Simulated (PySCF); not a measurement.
## Electronic structure of H₇HfNO₃Si ((OH)3Hf-NH-SiH3) in real space

```xyz
13

Hf    0.7578    0.6964    0.4735
O    -0.5736    1.6497    1.4955
O     2.0284    1.8843   -0.3660
O     1.6335   -0.6068    1.5967
N    -0.1776   -0.2767   -1.0907
Si   -1.5003   -1.3917   -0.9835
H    -1.2260    2.0551    2.0601
H     2.6884    2.5583   -0.5119
H     1.9911   -1.3051    2.1384
H     0.1435   -0.0913   -2.0407
H    -2.7622   -0.8981   -1.6280
H    -1.7770   -1.5991    0.4745
H    -1.1953   -2.7272   -1.5957
```

Geometry: PBE0-D3(BJ)/def2-SVP; core potentials replace the inner electrons of Hf.

Method: CAM-B3LYP/def2-SVPD, SCF density, gas phase, scalar-relativistic core potentials on the heavy atoms (PySCF).

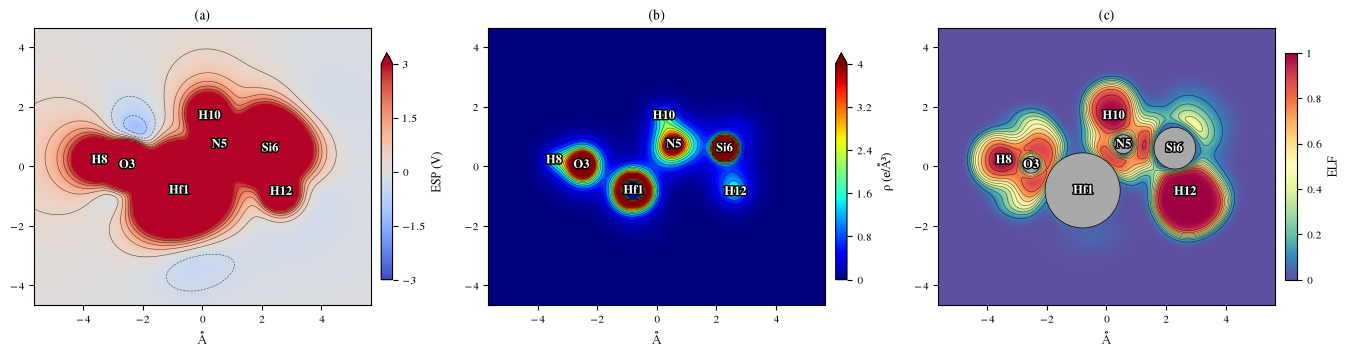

Figure 1. (a) electrostatic potential; (b) electron density; (c) ELF on the plane of atoms Hf1, Si6 and H12. Grey discs cover the atomic cores in the ELF map.

Read the bonding off the picture.

Answer.
- The plane passes through Hf, O, N, Si and H nuclei.
- Si–N (1.73 Å): the density is about 1.1 e/Å³ at the midpoint; the ELF peaks at about 0.90 between the atoms, as expected for a shared but strongly polarised pair.
- Hf–O (1.93 Å): ρ at the midpoint is about 0.83 e/Å³; the ELF peaks at about 0.80 in the valence shell of O, 0.6 Å from its nucleus, and drops to about 0.15 between the two atoms.
- Hf–N (2.07 Å): the density is about 0.74 e/Å³ at the midpoint; the ELF peaks at about 0.90 in the valence shell of N, 0.6 Å from its nucleus, and is about 0.25 at the midpoint.
- Hf–Si (3.40 Å): ρ is about 0.59 e/Å³ halfway; the ELF peaks at about 0.70 in the valence shell of Si, 1.1 Å from its nucleus, and is about 0.70 at the midpoint.
- O–H (0.95 Å): ρ is about 3.7 e/Å³ halfway; the ELF climbs to about 1 towards the hydrogen, as it does in any bond to H: a covalent bond by its length.
- Outside the dense part of the molecule the potential is most negative (−1.1 V) near O3.

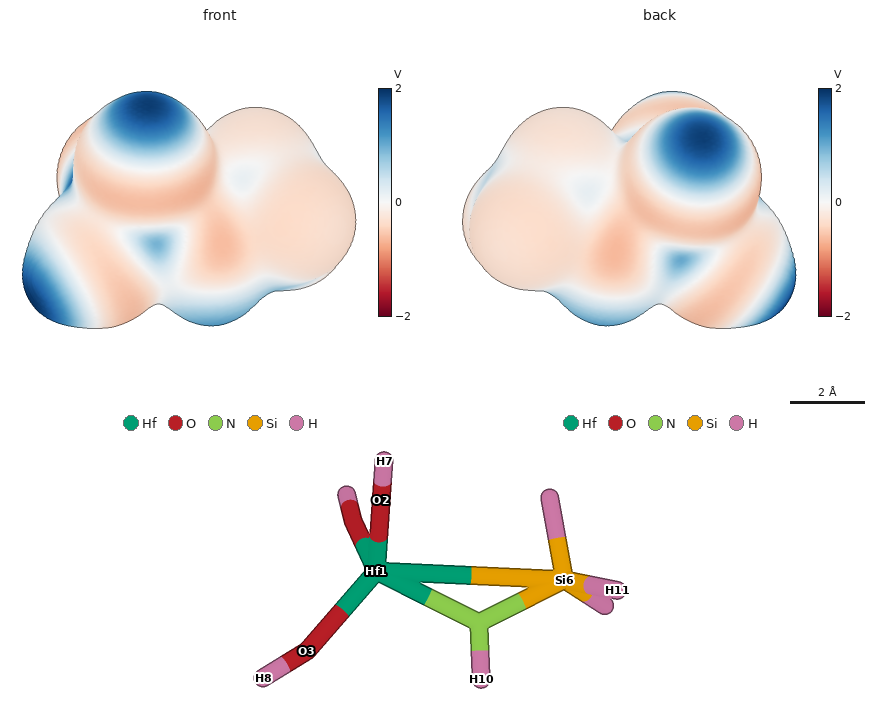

Figure 2. The molecular electrostatic potential painted on the density surface at 0.001 e/bohr³, seen from the front and from behind; red is negative and blue positive. The bare structure is drawn below in the same view.

Where is the surface potential most negative and most positive?

Answer. The most negative region (about −0.6 V, or −14 kcal/mol for a unit charge) lies over O2, O3, O4 and N5, the most positive (about +1.9 V, or +44 kcal/mol for a unit charge) over H7, H8 and H9.
